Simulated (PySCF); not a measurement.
## Electronic structure of C$_{4}$H$_{11}$AlOS (SMILES CC[O][AlH][S]CC) in real space

```json
{"atom": "C", "x (Å)": "-3.0853", "y (Å)": "-1.4654", "z (Å)": "0.1489"}
{"atom": "C", "x (Å)": "-3.0029", "y (Å)": "-0.2087", "z (Å)": "-0.7066"}
{"atom": "O", "x (Å)": "-1.6918", "y (Å)": "0.2771", "z (Å)": "-0.7598"}
{"atom": "Al", "x (Å)": "-0.1236", "y (Å)": "0.7439", "z (Å)": "-0.8317"}
{"atom": "S", "x (Å)": "1.1660", "y (Å)": "1.0021", "z (Å)": "0.9310"}
{"atom": "C", "x (Å)": "2.7097", "y (Å)": "1.2616", "z (Å)": "-0.0384"}
{"atom": "C", "x (Å)": "3.3806", "y (Å)": "-0.0540", "z (Å)": "-0.3797"}
{"atom": "H", "x (Å)": "-2.7631", "y (Å)": "-1.2431", "z (Å)": "1.1637"}
{"atom": "H", "x (Å)": "-2.4323", "y (Å)": "-2.2329", "z (Å)": "-0.2616"}
{"atom": "H", "x (Å)": "-4.1063", "y (Å)": "-1.8379", "z (Å)": "0.1680"}
{"atom": "H", "x (Å)": "-3.3350", "y (Å)": "-0.4275", "z (Å)": "-1.7285"}
{"atom": "H", "x (Å)": "-3.6487", "y (Å)": "0.5730", "z (Å)": "-0.2899"}
{"atom": "H", "x (Å)": "0.4811", "y (Å)": "1.0679", "z (Å)": "-2.1939"}
{"atom": "H", "x (Å)": "3.3498", "y (Å)": "1.8804", "z (Å)": "0.5880"}
{"atom": "H", "x (Å)": "2.4596", "y (Å)": "1.8132", "z (Å)": "-0.9506"}
{"atom": "H", "x (Å)": "3.5828", "y (Å)": "-0.6240", "z (Å)": "0.5240"}
{"atom": "H", "x (Å)": "2.7307", "y (Å)": "-0.6485", "z (Å)": "-1.0247"}
{"atom": "H", "x (Å)": "4.3198", "y (Å)": "0.1292", "z (Å)": "-0.8993"}
```

Geometry: GFN2-xTB.

Theory: PBE0/pcSseg-1, SCF density, gas phase, non-relativistic (PySCF 2.14.0).

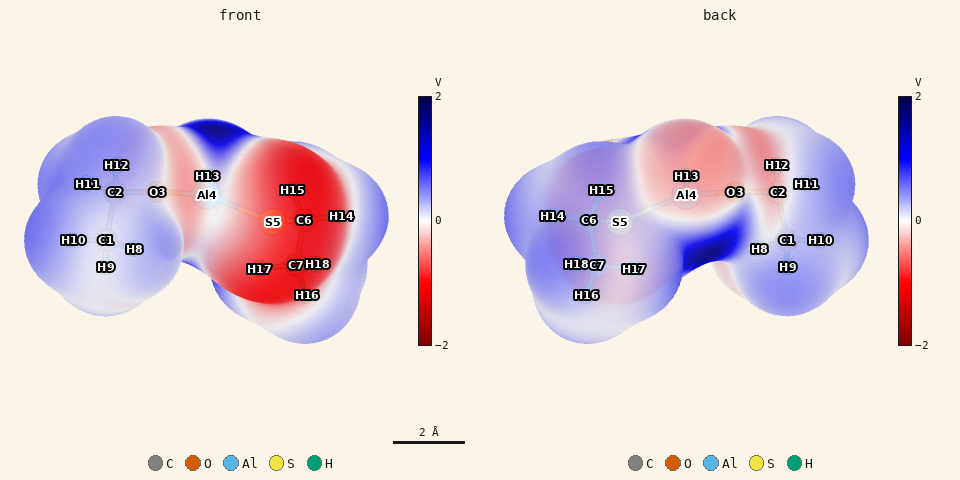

Figure 1. The molecular electrostatic potential painted on the density surface at 0.001 e/bohr³, seen from the front and from behind; red is negative and blue positive.

Describe the electrostatic potential map.

Answer. The most negative region (about −1.0 V, or −23 kcal/mol for a unit charge) lies over S5, the most positive (about +1.6 V, or +37 kcal/mol for a unit charge) over Al4.

What dipole moment does the calculation give?

Answer. Its dipole moment is 1.35 D.

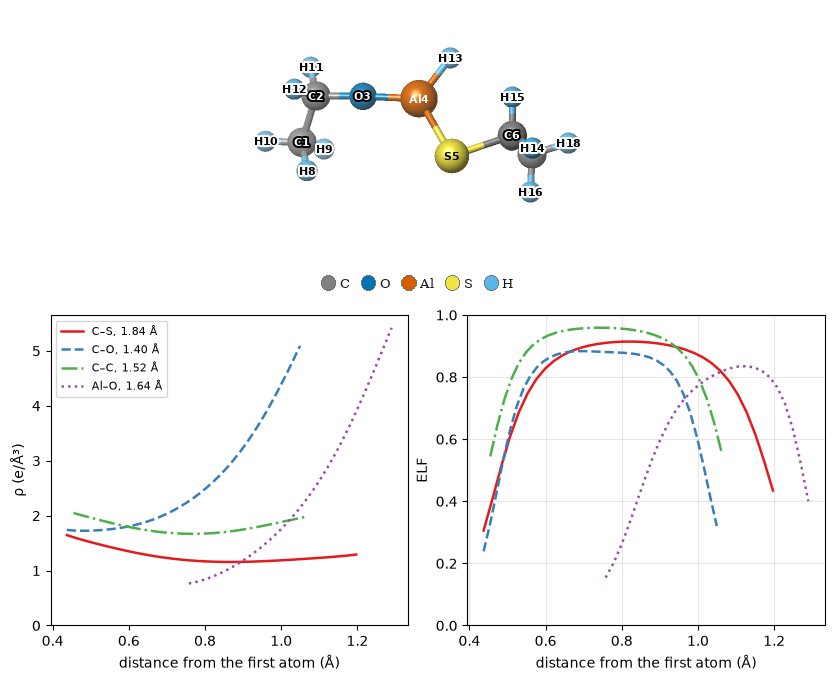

Figure 2. Electron density and electron localisation function along straight lines between neighbouring atoms. The curves leave out the atomic cores. The structure is drawn too.

What can be read from the curves?

Answer. C–S (1.84 Å): the density is about 1.2 e/Å³ at the midpoint; the ELF peaks at about 0.90 between the atoms: a shared electron pair.
C–O (1.40 Å): ρ is about 2 e/Å³ halfway, with its minimum of 1.7 e/Å³ about 0.5 Å from C; the ELF peaks at about 0.90 between the atoms; a shared but strongly polarised pair.
C–C (1.52 Å): ρ at the midpoint is about 1.7 e/Å³; the ELF peaks at about 0.95 between the atoms, as expected for a shared electron pair.
Al–O (1.64 Å): the density is about 0.89 e/Å³ at the midpoint; the ELF peaks at about 0.85 in the valence shell of O, 0.5 Å from its nucleus, and is about 0.30 at the midpoint.
